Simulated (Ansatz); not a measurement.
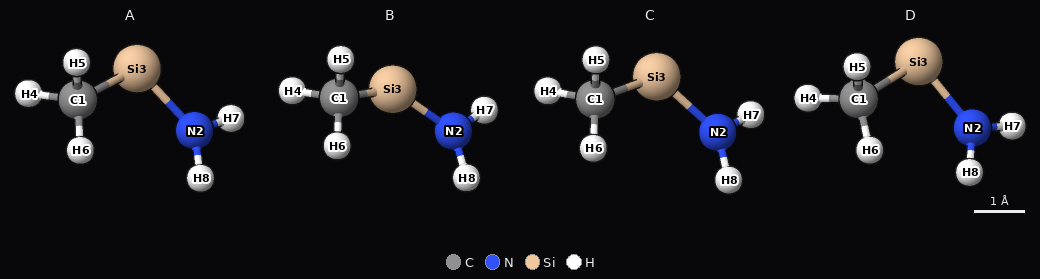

4 geometries from one relaxation of CH$_{5}$NSi, in shuffled order. A ball-and-stick model, seen at a tilt.

It is one of the separated reactants of a reaction.

Level of theory: RKS PBE-D4/def2-SVP in Ansatz. Set-up: force threshold 0.03 eV/Å; at most 250 steps.

Order the frames from highest to lowest energy.

B, C, A, D. They are steps 0, 2, 3, 8, at +134.1 kcal/mol, +12.6 kcal/mol, +4.20 kcal/mol relative to the last. The energy falls by 134.1 kcal/mol in 6 accepted moves (8 points after the start). Largest force component: 22 eV/Å at the start, 0.023 eV/Å at the end. The line search rejected the trial steps at points 5, 7 of the run. The largest move after the best rigid fit is that of Si3, 0.68 Å. By element the largest moves are Si 0.68 Å, H 0.42 Å, N 0.07 Å, C 0.03 Å. Some distances before and after: C1–Si3 1.423 → 1.930 Å, N2–Si3 1.580 → 1.736 Å, C1–H4 1.097 → 1.113 Å, N2–H8 1.020 → 1.027 Å. Among the angles between lasting bonds that change: C1–Si3–N2 137.4° → 98.8°, Si3–N2–H7 118.4° → 121.5°. Cost: 3.6 s on 2 threads of AMD EPYC 9R45 96-Core, with other jobs on the host.
